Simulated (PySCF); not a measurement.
# Bi(CN)3: other functionals and bases at one geometry

How far do other levels of theory move the description of Bi(CN)3, and what does each cost? The species was built from a template and needn't be a known compound.

Program: PySCF 2.14.0. Level of theory: several levels, as the steps say, no spin–orbit coupling. These are calculated values, not measurements.

4 further runs of the same task are left out: 2 for a known fault of the program, 1 that didn't finish, 1 set aside as unsound or not needed.

## (1) Where the work starts

7 atoms, charge 0, spin multiplicity 1.

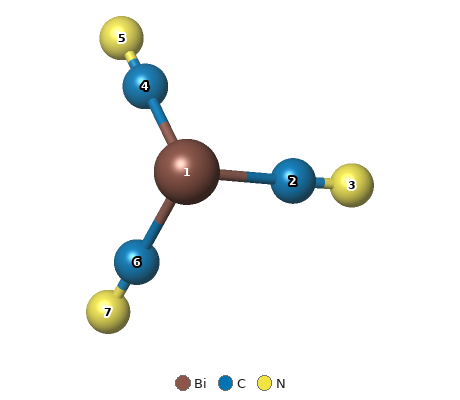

The geometry (bismuth brown, carbon blue, nitrogen yellow); atoms are numbered from 1 in the order of the file.

As a file:

```mol
C3BiN3
  3D, bonds by distance, orders not assigned

  7  6  0  0  0  0  0  0  0  0999 V2000
    0.0000    0.0000    0.7121 Bi  0  0
    1.8617   -0.0000   -0.5228 C   0  0
    2.9006   -0.0000   -1.0525 N   0  0
   -0.9309    1.6123   -0.5228 C   0  0
   -1.4503    2.5120   -1.0525 N   0  0
   -0.9309   -1.6123   -0.5228 C   0  0
   -1.4503   -2.5120   -1.0525 N   0  0
  1  2  8  0
  1  4  8  0
  1  6  8  0
  2  3  8  0
  4  5  8  0
  6  7  8  0
M  END
```

Formal oxidation states: Bi +3. An earlier session relaxed this geometry at r2SCAN, Bi def2-SVP with ECP60, C def2-SVP, N def2-SVP (singlet, point group C3v).

At r2SCAN on the finer grid: E = -492.836585 Eh, HOMO -8.88 eV, LUMO -3.42 eV, Mulliken charge on Bi1 +1.07 e, largest force component 0.018 eV/Å. 

Levels to run: PBE; TPSSh; PBE0; TPSS; r2SCAN, TZVP; r2SCAN, x2c-SVP. Hardware: 2 threads of Arm Neoverse V2, shared host.

## (2) PBE

run.py (the lines that set the calculation)

```python
mol = gto.M(atom='''
Bi     0.00000     0.00000     0.71206
C      1.86174    -0.00001    -0.52278
N      2.90062    -0.00001    -1.05245
C     -0.93086     1.61231    -0.52278
N     -1.45030     2.51201    -1.05245
C     -0.93087    -1.61231    -0.52278
N     -1.45032    -2.51200    -1.05245''',
    basis={'Bi': 'def2-SVP', 'C': 'def2-SVP', 'N': 'def2-SVP'},
    ecp={'Bi': 'def2-SVP'},
    charge=0, spin=0)
mf = dft.RKS(mol, xc='PBE')
mf.grids.atom_grid = (75, 302)
mf = mf.density_fit()  # fitting sets: Bi def2-universal-JKFIT, C def2-universal-JKFIT, N def2-universal-JKFIT
mf.conv_tol = 1e-08; mf.max_cycle = 55
mf.kernel(dm0)  # dm0: the density of the relaxed state
```

The run is started by

```
$ OMP_NUM_THREADS=2 python run.py
```

What it wrote:

```text
init E= -492.609193552556
  HOMO = -0.31337884461099  LUMO = -0.13203488875587  gap/eV = 4.93462
cycle= 1 E= -492.610516982566  delta_E= -0.00132  |g|= 0.0567  |ddm|= 0.253
  HOMO = -0.308942391875262  LUMO = -0.121390591885873  gap/eV = 5.10354
cycle= 2 E= -492.599904092184  delta_E= 0.0106  |g|= 0.223  |ddm|= 0.203
  HOMO = -0.308603929056623  LUMO = -0.125793744021014  gap/eV = 4.97452
cycle= 3 E= -492.611325630318  delta_E= -0.0114  |g|= 0.0126  |ddm|= 0.142
  HOMO = -0.310441044086142  LUMO = -0.127207184102674  gap/eV = 4.98605
cycle= 4 E= -492.611368052113  delta_E= -4.24e-05  |g|= 0.00396  |ddm|= 0.0206
  HOMO = -0.310402864673824  LUMO = -0.127452799916258  gap/eV = 4.97832
cycle= 5 E= -492.611374052783  delta_E= -6e-06  |g|= 0.000558  |ddm|= 0.00642
  HOMO = -0.310386946744982  LUMO = -0.127437622730489  gap/eV = 4.97830
cycle= 6 E= -492.611374100385  delta_E= -4.76e-08  |g|= 0.000241  |ddm|= 0.00109
  HOMO = -0.310386239383532  LUMO = -0.127435173765172  gap/eV = 4.97835
cycle= 7 E= -492.611374108949  delta_E= -8.56e-09  |g|= 0.000144  |ddm|= 0.000226
  HOMO = -0.310385281925902  LUMO = -0.127431882401306  gap/eV = 4.97842
cycle= 8 E= -492.611374113728  delta_E= -4.78e-09  |g|= 4.58e-06  |ddm|= 9.63e-05
  HOMO = -0.310385234847394  LUMO = -0.127431693026152  gap/eV = 4.97842
Extra cycle  E= -492.611374113722  delta_E= 6.14e-12  |g|= 7.34e-06  |ddm|= 1.45e-05
converged SCF energy = -492.611374113722
```

Wall time 5.1 s (2 threads of Arm Neoverse V2, shared host).

Result: E = -492.611374 Eh, HOMO -8.45 eV, LUMO -3.47 eV, Mulliken charge on Bi1 +0.92 e, largest force component 0.907 eV/Å. 

## (3) TPSSh

Edit run.py (the lines that set the calculation) of step 2 so:

```diff
@@ -11,3 +11,3 @@
     charge=0, spin=0)
-mf = dft.RKS(mol, xc='PBE')
+mf = dft.RKS(mol, xc='TPSSH')
 mf.grids.atom_grid = (75, 302)
```

The run is started by

```
$ OMP_NUM_THREADS=2 python run.py
```

What it wrote:

```text
init E= -492.846932704863
  HOMO = -0.337592976643103  LUMO = -0.116874313858485  gap/eV = 6.00606
cycle= 1 E= -492.84742176687  delta_E= -0.000489  |g|= 0.0288  |ddm|= 0.134
  HOMO = -0.333561450820634  LUMO = -0.115172972129826  gap/eV = 5.94265
cycle= 2 E= -492.847043739435  delta_E= 0.000378  |g|= 0.0479  |ddm|= 0.0889
  HOMO = -0.334921882207517  LUMO = -0.116032844228903  gap/eV = 5.95627
cycle= 3 E= -492.847574306636  delta_E= -0.000531  |g|= 0.0204  |ddm|= 0.0528
  HOMO = -0.335373040637934  LUMO = -0.115607792758895  gap/eV = 5.98012
cycle= 4 E= -492.84767010498  delta_E= -9.58e-05  |g|= 0.00194  |ddm|= 0.0162
  HOMO = -0.335435950173493  LUMO = -0.115784465640673  gap/eV = 5.97702
cycle= 5 E= -492.847671219847  delta_E= -1.11e-06  |g|= 0.000169  |ddm|= 0.00238
  HOMO = -0.335427200276091  LUMO = -0.115778276239197  gap/eV = 5.97695
cycle= 6 E= -492.847671224948  delta_E= -5.1e-09  |g|= 0.000104  |ddm|= 0.000228
  HOMO = -0.33542632996159  LUMO = -0.115775834301979  gap/eV = 5.97699
cycle= 7 E= -492.84767122605  delta_E= -1.1e-09  |g|= 7.75e-05  |ddm|= 0.000114
  HOMO = -0.335426654655417  LUMO = -0.115775830949575  gap/eV = 5.97700
Extra cycle  E= -492.847671215564  delta_E= 1.05e-08  |g|= 0.000228  |ddm|= 0.000195
converged SCF energy = -492.847671215564
```

It took 7.1 s on 2 threads of Arm Neoverse V2, shared host.

Read off: E = -492.847671 Eh, HOMO -9.13 eV, LUMO -3.15 eV, Mulliken charge on Bi1 +1.06 e, largest force component 0.032 eV/Å. 

## (4) PBE0

Edit run.py (the lines that set the calculation) of step 3 so:

```diff
@@ -11,3 +11,3 @@
     charge=0, spin=0)
-mf = dft.RKS(mol, xc='TPSSH')
+mf = dft.RKS(mol, xc='PBE0')
 mf.grids.atom_grid = (75, 302)
```

The run is started by

```
$ OMP_NUM_THREADS=2 python run.py
```

What it wrote:

```text
init E= -492.566807213768
  HOMO = -0.36294019152031  LUMO = -0.10227664134616  gap/eV = 7.09302
cycle= 1 E= -492.568278100381  delta_E= -0.00147  |g|= 0.0114  |ddm|= 0.157
  HOMO = -0.363359403902466  LUMO = -0.103202321703289  gap/eV = 7.07923
cycle= 2 E= -492.568275721309  delta_E= 2.38e-06  |g|= 0.0137  |ddm|= 0.0332
  HOMO = -0.363651394311524  LUMO = -0.103362001874886  gap/eV = 7.08284
cycle= 3 E= -492.568311103574  delta_E= -3.54e-05  |g|= 0.00721  |ddm|= 0.0152
  HOMO = -0.363698283936115  LUMO = -0.103025907649653  gap/eV = 7.09326
cycle= 4 E= -492.56832207887  delta_E= -1.1e-05  |g|= 0.00193  |ddm|= 0.00634
  HOMO = -0.363624835573515  LUMO = -0.103041039713969  gap/eV = 7.09085
cycle= 5 E= -492.568323124877  delta_E= -1.05e-06  |g|= 0.000138  |ddm|= 0.0023
  HOMO = -0.363636416292217  LUMO = -0.103053226948981  gap/eV = 7.09083
cycle= 6 E= -492.568323129023  delta_E= -4.15e-09  |g|= 8.87e-05  |ddm|= 0.00026
  HOMO = -0.363637206095948  LUMO = -0.103054751495754  gap/eV = 7.09081
Extra cycle  E= -492.568323120087  delta_E= 8.94e-09  |g|= 0.000219  |ddm|= 0.000197
converged SCF energy = -492.568323120087
```

It took 4.6 s on 2 threads of Arm Neoverse V2, shared host.

It gives: E = -492.568323 Eh, HOMO -9.90 eV, LUMO -2.80 eV, Mulliken charge on Bi1 +1.07 e, largest force component 0.603 eV/Å. 

## (5) TPSS

Edit run.py (the lines that set the calculation) of step 4 so:

```diff
@@ -11,3 +11,3 @@
     charge=0, spin=0)
-mf = dft.RKS(mol, xc='PBE0')
+mf = dft.RKS(mol, xc='TPSS')
 mf.grids.atom_grid = (75, 302)
```

The run is started by

```
$ OMP_NUM_THREADS=2 python run.py
```

What it wrote:

```text
init E= -492.891051103614
  HOMO = -0.318201119623482  LUMO = -0.128584524621684  gap/eV = 5.15973
cycle= 1 E= -492.891614209806  delta_E= -0.000563  |g|= 0.0448  |ddm|= 0.149
  HOMO = -0.311810332192905  LUMO = -0.122334395723875  gap/eV = 5.15590
cycle= 2 E= -492.888444264085  delta_E= 0.00317  |g|= 0.124  |ddm|= 0.146
  HOMO = -0.312733544517166  LUMO = -0.125030273185996  gap/eV = 5.10767
cycle= 3 E= -492.891930097746  delta_E= -0.00349  |g|= 0.0314  |ddm|= 0.0989
  HOMO = -0.314354417940921  LUMO = -0.124873973148271  gap/eV = 5.15603
cycle= 4 E= -492.892173580685  delta_E= -0.000243  |g|= 0.0054  |ddm|= 0.0346
  HOMO = -0.314481498950443  LUMO = -0.125354159855542  gap/eV = 5.14642
cycle= 5 E= -492.892183422219  delta_E= -9.84e-06  |g|= 0.000406  |ddm|= 0.0077
  HOMO = -0.314449060177814  LUMO = -0.125329682470164  gap/eV = 5.14620
cycle= 6 E= -492.892183456398  delta_E= -3.42e-08  |g|= 0.00018  |ddm|= 0.000579
  HOMO = -0.314448028618645  LUMO = -0.125327097045225  gap/eV = 5.14624
cycle= 7 E= -492.892183461743  delta_E= -5.34e-09  |g|= 9.66e-05  |ddm|= 0.000166
  HOMO = -0.31444860242714  LUMO = -0.12532494748572  gap/eV = 5.14632
Extra cycle  E= -492.892183437144  delta_E= 2.46e-08  |g|= 0.000341  |ddm|= 0.000281
converged SCF energy = -492.892183437144
```

Run time: 7.6 s. Hardware: 2 threads of Arm Neoverse V2, shared host.

It gives: E = -492.892183 Eh, HOMO -8.56 eV, LUMO -3.41 eV, Mulliken charge on Bi1 +1.01 e, largest force component 0.610 eV/Å. 

## (6) r2SCAN, TZVP

Basis: Bi def2-TZVP with ECP60, C def2-TZVP, N def2-TZVP. 

Edit run.py (the lines that set the calculation) of step 5 so:

```diff
@@ -8,6 +8,6 @@
 N     -1.45032    -2.51200    -1.05245''',
-    basis={'Bi': 'def2-SVP', 'C': 'def2-SVP', 'N': 'def2-SVP'},
-    ecp={'Bi': 'def2-SVP'},
+    basis={'Bi': 'def2-TZVP', 'C': 'def2-TZVP', 'N': 'def2-TZVP'},
+    ecp={'Bi': 'def2-TZVP'},
     charge=0, spin=0)
-mf = dft.RKS(mol, xc='TPSS')
+mf = dft.RKS(mol, xc='R2SCAN')
 mf.grids.atom_grid = (75, 302)
@@ -15,2 +15,2 @@
 mf.conv_tol = 1e-08; mf.max_cycle = 55
-mf.kernel(dm0)  # dm0: the density of the relaxed state
+mf.kernel(dm0)  # dm0: free metal ions and neutral atoms
```

The run is started by

```
$ OMP_NUM_THREADS=2 python run.py
```

What it wrote:

```text
init E= -497.405525828736
  HOMO = -0.289858237035876  LUMO = -0.127937613122089  gap/eV = 4.40608
cycle= 1 E= -493.064870842656  delta_E= 4.34  |g|= 0.796  |ddm|= 2.94
  HOMO = -0.317702346392158  LUMO = -0.117634128291716  gap/eV = 5.44413
cycle= 2 E= -492.404839931084  delta_E= 0.66  |g|= 1.86  |ddm|= 1.45
  HOMO = -0.339324549157308  LUMO = -0.143288435405169  gap/eV = 5.33441
cycle= 3 E= -493.118503389657  delta_E= -0.714  |g|= 0.537  |ddm|=  1.1
  HOMO = -0.326831449541675  LUMO = -0.131762480112422  gap/eV = 5.30810
cycle= 4 E= -493.177508973492  delta_E= -0.059  |g|= 0.116  |ddm|= 0.404
  HOMO = -0.329800328353958  LUMO = -0.130659772679773  gap/eV = 5.41889
cycle= 5 E= -493.180529356249  delta_E= -0.00302  |g|= 0.0145  |ddm|= 0.118
  HOMO = -0.331226582183887  LUMO = -0.132285414821663  gap/eV = 5.41346
cycle= 6 E= -493.180566819038  delta_E= -3.75e-05  |g|= 0.00375  |ddm|= 0.0231
  HOMO = -0.33090516185579  LUMO = -0.131927217626809  gap/eV = 5.41447
cycle= 7 E= -493.180569943426  delta_E= -3.12e-06  |g|= 0.000517  |ddm|= 0.00407
  HOMO = -0.330902754927352  LUMO = -0.131912923564968  gap/eV = 5.41479
cycle= 8 E= -493.180569996256  delta_E= -5.28e-08  |g|= 0.000167  |ddm|= 0.000554
  HOMO = -0.330908708243878  LUMO = -0.131915229437232  gap/eV = 5.41489
cycle= 9 E= -493.18056999557  delta_E= 6.86e-10  |g|= 0.000182  |ddm|= 0.000169
  HOMO = -0.330910581829703  LUMO = -0.131917276212875  gap/eV = 5.41488
cycle= 10 E= -493.18057000285  delta_E= -7.28e-09  |g|= 1.84e-05  |ddm|= 9.54e-05
  HOMO = -0.330910246422633  LUMO = -0.131917665102452  gap/eV = 5.41486
Extra cycle  E= -493.180570002486  delta_E= 3.65e-10  |g|= 4.47e-05  |ddm|= 3.96e-05
converged SCF energy = -493.180570002486
```

Wall time 29 s (2 threads of Arm Neoverse V2, shared host).

It gives: E = -493.180570 Eh, HOMO -9.00 eV, LUMO -3.59 eV, Mulliken charge on Bi1 +1.08 e, largest force component 0.847 eV/Å. 

## (7) r2SCAN, x2c-SVP

Basis: Bi x2c-SVPall, C x2c-SVPall, N x2c-SVPall. All electrons are treated, with the spin-free X2C Hamiltonian.

run.py (the lines that set the calculation)

```python
mol = gto.M(atom='''
Bi     0.00000     0.00000     0.71206
C      1.86174    -0.00001    -0.52278
N      2.90062    -0.00001    -1.05245
C     -0.93086     1.61231    -0.52278
N     -1.45030     2.51201    -1.05245
C     -0.93087    -1.61231    -0.52278
N     -1.45032    -2.51200    -1.05245''',
    basis={'Bi': 'x2c-SVPall', 'C': 'x2c-SVPall', 'N': 'x2c-SVPall'},
    nucmod='G',
    charge=0, spin=0)
mf = dft.RKS(mol, xc='R2SCAN')
mf.grids.atom_grid = (99, 590)
mf = mf.density_fit()  # fitting sets: Bi AutoAux, C AutoAux, N AutoAux
mf = mf.sfx2c1e()
mf.conv_tol = 1e-08; mf.max_cycle = 55
mf.kernel(dm0)  # dm0: free metal ions and neutral atoms
```

The run is started by

```
$ OMP_NUM_THREADS=2 python run.py
```

What it wrote:

```text
init E= -21816.7283993542
  HOMO = -0.285481296072659  LUMO = -0.122002746423599  gap/eV = 4.44848
cycle= 1 E= -21812.2754644808  delta_E= 4.45  |g|= 0.651  |ddm|= 3.88
  HOMO = -0.320539209730234  LUMO = -0.118202299060558  gap/eV = 5.50587
cycle= 2 E= -21811.7745408641  delta_E= 0.501  |g|= 1.58  |ddm|=  1.8
  HOMO = -0.338569349688084  LUMO = -0.138454176227831  gap/eV = 5.44541
cycle= 3 E= -21812.3343514037  delta_E= -0.56  |g|= 0.441  |ddm|= 1.31
  HOMO = -0.32765864578318  LUMO = -0.129299432967361  gap/eV = 5.39763
cycle= 4 E= -21812.3783538603  delta_E= -0.044  |g|= 0.0464  |ddm|= 0.421
  HOMO = -0.326103559464189  LUMO = -0.125979391990886  gap/eV = 5.44566
cycle= 5 E= -21812.378768073  delta_E= -0.000414  |g|= 0.0126  |ddm|= 0.0791
  HOMO = -0.327215889554809  LUMO = -0.127096351771242  gap/eV = 5.44553
cycle= 6 E= -21812.3787918561  delta_E= -2.38e-05  |g|= 0.00108  |ddm|= 0.0231
  HOMO = -0.327244318810715  LUMO = -0.12705427524037  gap/eV = 5.44745
cycle= 7 E= -21812.378792057  delta_E= -2.01e-07  |g|= 0.000471  |ddm|= 0.00202
  HOMO = -0.327220922053717  LUMO = -0.127047362118438  gap/eV = 5.44700
cycle= 8 E= -21812.3787921111  delta_E= -5.41e-08  |g|= 5.8e-05  |ddm|= 0.000627
  HOMO = -0.32722067608889  LUMO = -0.127044911726135  gap/eV = 5.44706
cycle= 9 E= -21812.3787921118  delta_E= -6.84e-10  |g|= 9.35e-06  |ddm|= 7.14e-05
  HOMO = -0.327220292682399  LUMO = -0.127044596726503  gap/eV = 5.44706
Extra cycle  E= -21812.3787921117  delta_E= 1.06e-10  |g|= 2.49e-05  |ddm|= 2.44e-05
converged SCF energy = -21812.3787921117
```

It took 36 s on 2 threads of Arm Neoverse V2, shared host.

Result: E = -21812.378792 Eh, HOMO -8.90 eV, LUMO -3.46 eV, Mulliken charge on Bi1 +1.22 e, largest force component 1.088 eV/Å. 

## (8) All levels side by side

| level | state | HOMO (eV) | gap (eV) | charge on Bi1 (e) | dipole (D) | largest force (eV/Å) | basis functions | time |
| --- | --- | --- | --- | --- | --- | --- | --- | --- |
| r2SCAN (relaxed here) | singlet | -8.88 | 5.46 | 1.07 | 6.43 | 0.02 | 110 | 28 s |
| PBE | singlet | -8.45 | 4.98 | 0.92 | 6.14 | 0.91 | 110 | 5.1 s |
| TPSSh | singlet | -9.13 | 5.98 | 1.06 | 6.43 | 0.03 | 110 | 7.1 s |
| PBE0 | singlet | -9.90 | 7.09 | 1.07 | 6.51 | 0.60 | 110 | 4.6 s |
| TPSS | singlet | -8.56 | 5.15 | 1.01 | 6.29 | 0.61 | 110 | 7.6 s |
| r2SCAN, TZVP | singlet | -9.00 | 5.41 | 1.08 | 6.52 | 0.85 | 236 | 29 s |
| r2SCAN, x2c-SVP | singlet | -8.90 | 5.45 | 1.22 | 6.41 | 1.09 | 146 | 36 s |

Times are on 2 threads of Arm Neoverse V2, shared host; the first row also made further properties.

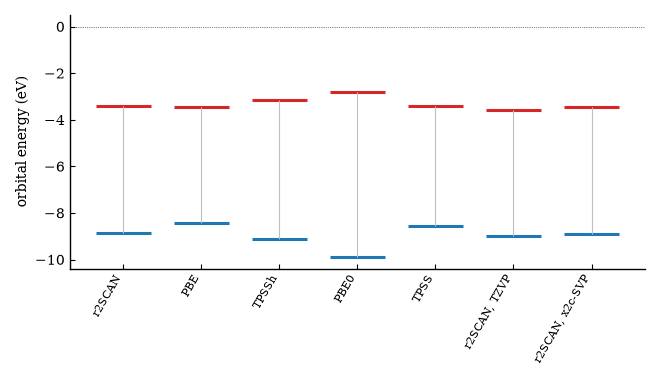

Highest filled and lowest empty level, method by method.

In one basis the HOMO–LUMO gap runs from 4.98 eV (PBE) to 7.09 eV (PBE0). The largest leftover force, 1.09 eV/Å with r2SCAN, x2c-SVP, stands at a geometry relaxed at another level. The Mulliken charge on Bi spans +0.92 to +1.22 e over the levels. Total energies of different levels can't be compared. Spin–orbit coupling is left out throughout.
